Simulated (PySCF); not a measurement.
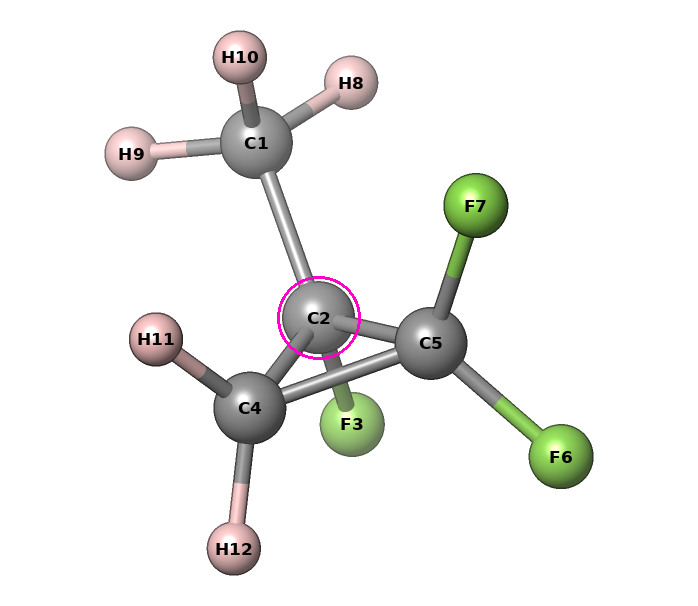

Depth is shown by fading: the farther an atom, the more it takes the colour of the background. Circles mark the stereogenic atoms. The computed structure is the end point of a PBE0-D3(BJ)/def2-SVP optimisation. No frequency run is at hand to confirm it as a minimum.

What are the Cahn–Ingold–Prelog descriptors?

C2: S (priorities F3 > C5 > C4 > C1).
